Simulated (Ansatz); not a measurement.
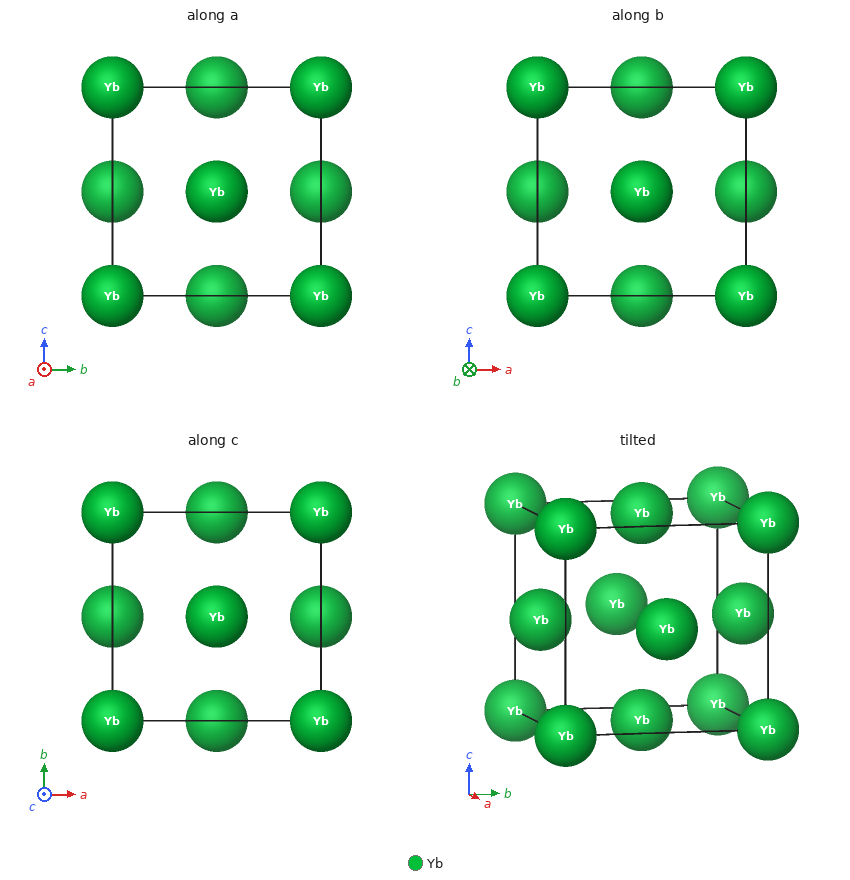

Spheres-only model, viewed along the a axis, along the b axis, along the c axis and slightly off an axis. The conventional unit cell is drawn as a box.

Lattice parameters: a = 5.197 Å, b = 5.197 Å, c = 5.197 Å, α = 90.00°, β = 90.00°, γ = 90.00°.

Give the structure in the form of a table of Wyckoff sites.

Answer. Space group Fm-3m (No. 225).
```json
{"atom": "Yb", "site": "4a", "x": "0.0000", "y": "0.0000", "z": "0.0000"}
```

The model was built from the standard structure of this element. Earlier steps of the study may have refined or changed the cell and positions. It went into a calculation with Ansatz.
